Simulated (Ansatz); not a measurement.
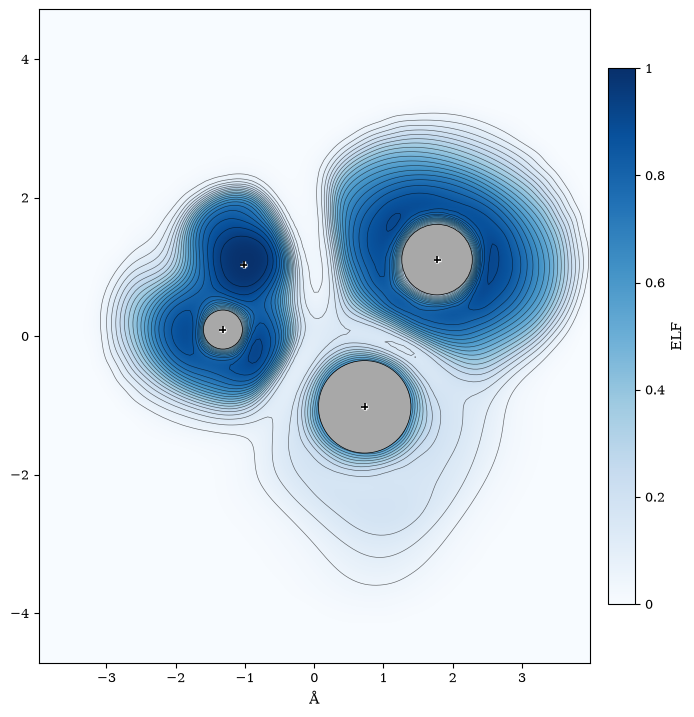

The ELF on a plane through atoms (crosses mark nuclei in the plane; grey discs cover the cores).

Theory: Ansatz, RKS PBE-D4/def2-SVP.

Candidates:
A. Cl3H2InO
B. FH3Sn···HCl

**Which candidate gave the map?**

Candidate A: Cl3H2InO on the plane of atoms In1, O5 and H7, which holds In, Cl, O and H. In–O (2.33 Å): the ELF is about 0.10 at the midpoint. In–Cl (2.37 Å): the ELF peaks at about 0.80 in the valence shell of Cl, 0.8 Å from its nucleus, and drops to about 0.15 between the two atoms.
